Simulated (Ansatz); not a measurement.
Input

```
crystal:
  lattice:
    - [2.8038651276, 0.0, 0.0]
    - [0.0, 2.8038651276, 0.0]
    - [0.0, 0.0, 7.2570710289]
  atoms:
    - { symbol: Ti, position: [0.5, 0.5, 0.8043932692] }
    - { symbol: Ti, position: [0.5, 0.5, 0.1956067308] }
    - { symbol: B, position: [0.5, 0.5, 0.5] }
    - { symbol: "N", position: [0.0, 0.0, 0.0] }
    - { symbol: "N", position: [0.0, 0.0, 0.7175131708] }
    - { symbol: "N", position: [0.0, 0.0, 0.2824868292] }
basis:
  ecutwfc: 420
kpoints:
  mp_grid: { grid: [14, 14, 6] }
hamiltonian:
  xc: pbe
scf:
  occupations: { method: gaussian, width: 0.1 }
output:
  forces: true
  stress: true
  eigenvalues: true
  write_density: true
  write_potential: true
  elf: true
  volumetric_format: npy
relax:
  adjacent_minimum: "off"
  f_tol: 0.01
  max_steps: 80
  cell: { stress_tol: 0.05 }
```

Command:

```sh
ansatz run input.yaml --threads 1 --pin off --max-ram 2560MiB --backend cpu --events-out ev --progress --plain --runs-dir out
```

Below, planes, directions and counts refer to the conventional cell (a = 2.80 Å, b = 2.80 Å, c = 7.23 Å, α = 90.00°, β = 90.00°, γ = 90.00°).

The fields are those of the run's last geometry, not of the input's.

Space group P4/mmm; a structure generated by program, which may or may not match a known phase; computed without spin polarisation.

Theory: Ansatz, DFT PBE, scalar-relativistic, plane waves, PAW.

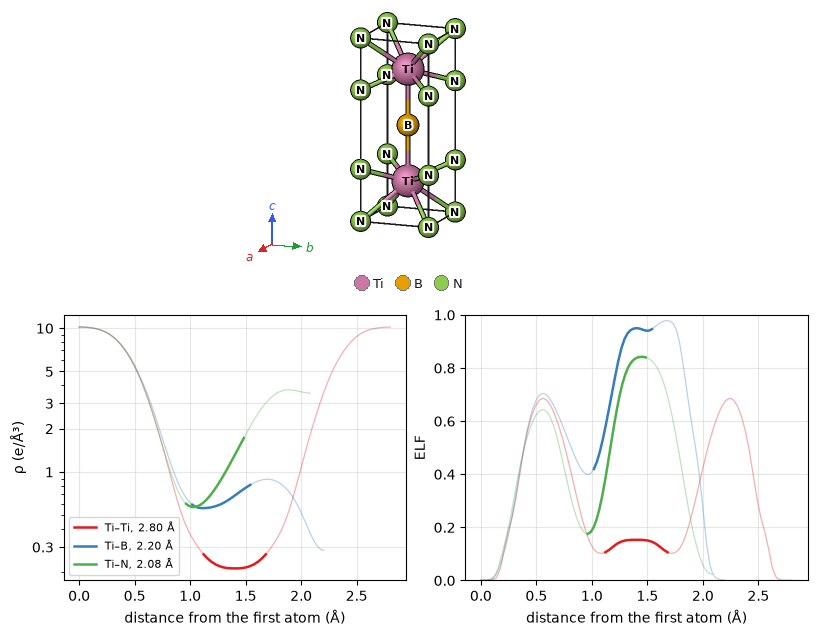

Ti2BN3. Valence electron density and electron localisation function along straight lines between neighbouring atoms. Thin, pale parts lie inside the atomic spheres. The structure is drawn too.

Core electrons are frozen (PAW), and the valence fields are smoothed inside the atomic spheres.

> Compare the contacts.

Ti–Ti (2.80 Å): the density is about 0.21 e/Å³ at the midpoint; the ELF is about 0.15 at the midpoint; no shared electron pair shows on this line.
Ti–B (2.20 Å): ρ is about 0.56 e/Å³ halfway; the ELF is about 0.55 at the midpoint.
Ti–N (2.08 Å): ρ is about 0.57 e/Å³ halfway; the ELF peaks at about 0.85 in the valence shell of N, 0.6 Å from its nucleus, and is about 0.25 at the midpoint (no localised pair shows between them).
